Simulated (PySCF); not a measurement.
# F2H2Si, SMILES `F[SiH2]F`: electronic structure

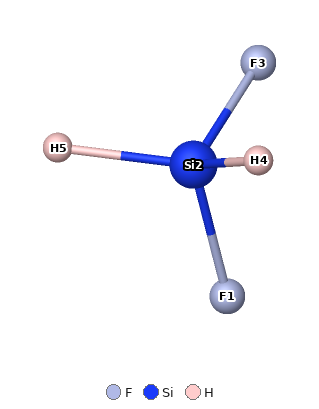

The molecule, with its atoms numbered as below. No frequency check shows the geometry to be a minimum.

Cartesian coordinates (Å):

```
F1       1.2472    0.5091    0.0003
Si2      0.0000   -0.4835    0.0000
F3      -1.2472    0.5091   -0.0003
H4      -0.0024   -1.1972    1.2539
H5       0.0024   -1.1972   -1.2539
```

## 1. Bonding charge

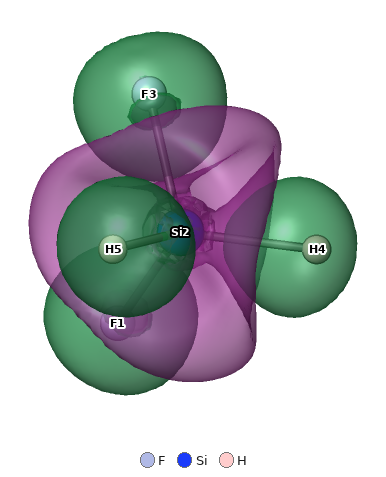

Deformation density (molecule less spherical, spin-averaged free atoms at the same positions), surfaces at ±0.04 e/Å³; green: gain, purple: loss.

Method: B3LYP/def2-TZVP; geometry: GFN2-xTB; program: PySCF.

Question: Describe the bonding that the map shows.

Answer: Si2–H4 and Si2–H5: +0.28 e/Å³ at the bond critical point (bond length 1.44 Å, Mayer order 0.9). F1–Si2 and Si2–F3: +0.08 e/Å³ at the bond critical point (bond length 1.59 Å, Mayer order 1.1); up to 0.6 Å beside the axis the gain reaches +0.36 e/Å³. In all, 1.2 electrons gather in the regions of gain relative to the promolecule. A small or negative value marks a very polar bond, one between electron-rich atoms, whose free-atom densities already overlap strongly, a long bond to a heavier atom, or a closed-shell contact such as a hydrogen bond.

## 2. Bond critical points

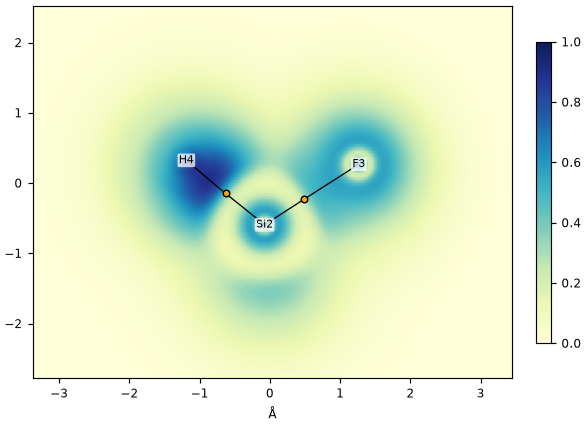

Localised orbital locator (LOL) in the plane of Si2, F3 and H4, with bond paths and bond critical points (dots).

Question: Rank the bonds in the plane by LOL at their critical points.

Answer: Si2–H4: about 0.44; Si2–F3: about 0.27. Values above 0.5 mark slow, localised electrons, as in shared pairs; low values at a critical point mark a polar or closed-shell contact whose critical point lies between the shells.

Question: Where along Si2–F3 does the critical point lie?

Answer: 0.67 Å from Si2 and 0.93 Å from F3.

## 3. Electrostatic potential

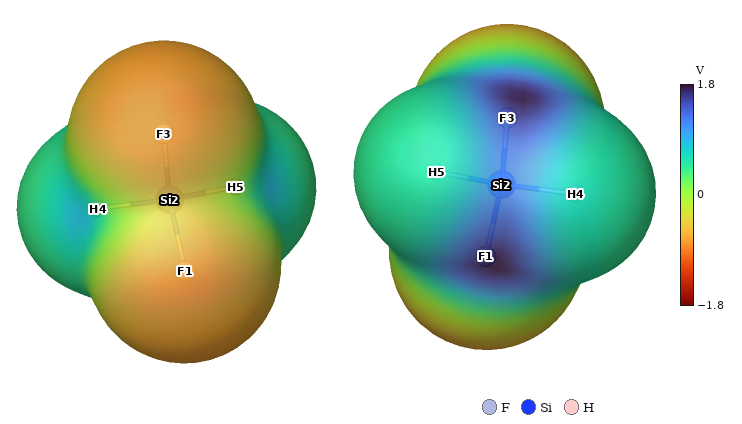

Electrostatic potential on the surface of electron density 0.001 a.u. (back view left, front view right).

Question: Where are the extremes of the potential on the surface?

Answer: Highest: 1.75 V, near Si2 (1.96 Å), H5 (2.02 Å) and H4 (2.09 Å). Further maxima include 0.86 V, near H5 (1.96 Å), Si2 (2.04 Å), F3 (2.05 Å) and F1 (2.11 Å). Lowest: −0.80 V, 1.6 Å from F3, and at like points elsewhere. Further minima include 0.39 V, 1.5 Å from H4. The surface is sampled at points, so like sites can differ by a few per cent and only the strongest of them is named.

## 4. Excited states

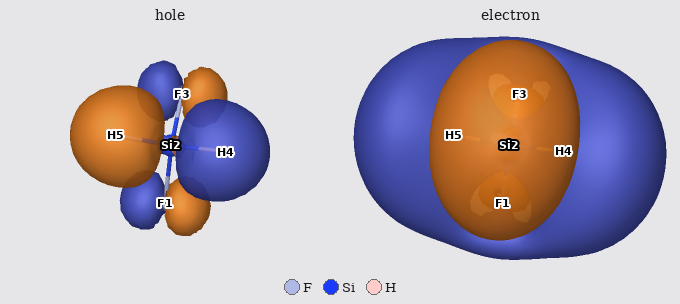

Leading natural transition orbital pair of S₂ (TDA singlet states); the surfaces enclose about 85 % of each orbital's density.

Computed with PySCF, ωB97X/aug-cc-pVDZ, geometry: GFN2-xTB.

Question: Where does the state lie, and where do hole and electron sit?

Answer: 9.14 eV (136 nm), f = 0.058, partly diffuse acceptor orbital; the leading pair carries 98 %; hole on Si2 (29 %), H4 and H5 (22 % each) and F1 and F3 (14 % each), electron on Si2 (60 %), H4 and H5 (12 % each) and F1 and F3 (7 % each) (atom shares of so diffuse an orbital are rough); their centroids lie 0.2 Å apart. In canonical orbitals it is mainly HOMO → LUMO+2 (60 %). The HOMO–LUMO gap is 14.01 eV.

## 5. In an electric field

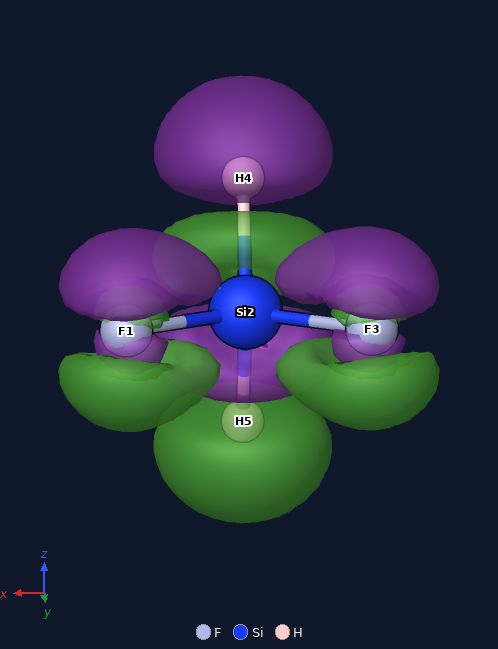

Change of the electron density in a uniform field of 0.26 V/Å, surfaces at ±0.0015 e/Å³ (purple: gain, green: loss).

Computed with PySCF, HF/6-31+G*, geometry: GFN2-xTB. The basis has diffuse s and p functions alone, which still leaves polarisabilities too small, most of all across bonds.

The field was applied in both directions; the picture shows the one opposite to the script's first.

Question: Along which Cartesian direction does the field point?

Answer: Along −z: electrons gather on the +z side, against the field.

Question: What dipole is induced, and what polarisability does it imply?

Answer: The induced dipole is 0.27 D (along the field); α along this axis, from the fields in both directions, is 22 bohr³ (3.2 Å³).

## 6. Removing or adding an electron

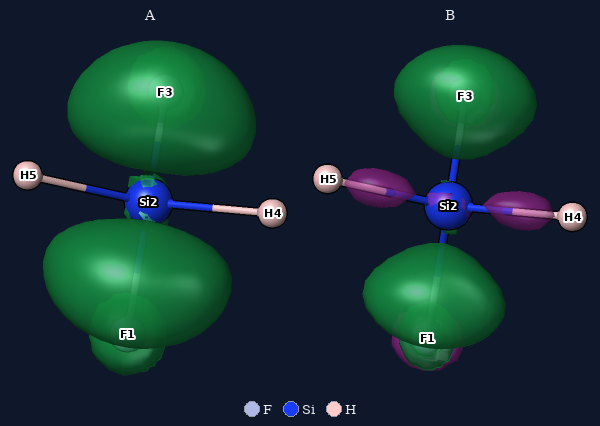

The Fukui function f⁺ from two separate SCF calculations and the density of the LUMO, at ±0.05 e/Å³ (green positive, purple negative).

Method: TPSS/def2-TZVP; geometry: GFN2-xTB; program: PySCF.

Question: Which panel is which, and how good is the frozen-orbital picture?

Answer: B is f⁺ (it has negative regions), A the LUMO density. The LUMO lies on Si2 (63 %), F1 and F3 (9 % each) and H4 and H5 (9 % each); f⁺ (Hirshfeld-condensed) is largest on Si2 (0.57); the vertical electron affinity is −1.96 eV (the stability of the anion's solution wasn't checked; negative, but this basis has no diffuse functions, so it doesn't show that the anion is unbound). Relaxation shifts 7 % of the electron between atoms. The orbital energy is −0.57 eV.

## 7. Localised orbitals

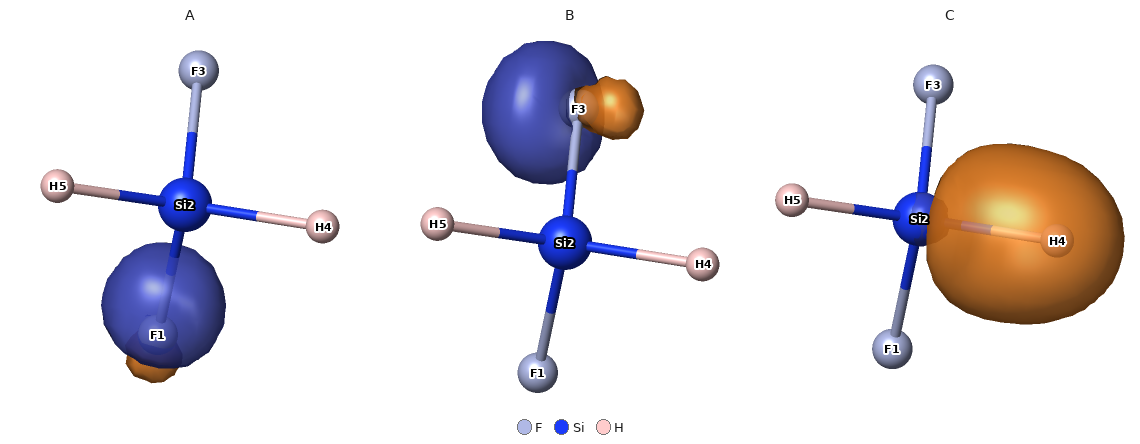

Foster–Boys orbitals, occupied; each surface holds about 70 % of the orbital's density. Energies are diagonal elements of the Fock matrix.

Level of theory: BP86/def2-TZVP (PySCF), at a geometry from GFN2-xTB.

Question: What does each orbital represent in a Lewis picture?

Answer: By panel:
- A: pair mostly on F1, shared in part with Si2 (F1 83 %, Si2 16 %; −18.3 eV)
- B: lone pair on F3 (sp2.8-type) (F3 96 %, Si2 4 %; −15.0 eV)
- C: σ bond H4–Si2 (H4 55 %, Si2 44 %; −10.8 eV)

Question: How do all the valence pairs divide up?

Answer: 10 pairs: 6 lone pairs, 2 strongly polarised pairs and 2 σ bonds.

The PySCF runs shown took 7.7 s, 81 s, 1.7 s, 4.8 min and 8.7 s on 1 thread of Intel(R) Xeon(R) Platinum 8259CL CPU @ 2.50GHz (Skylake/Cascade Lake), with other jobs on the host.
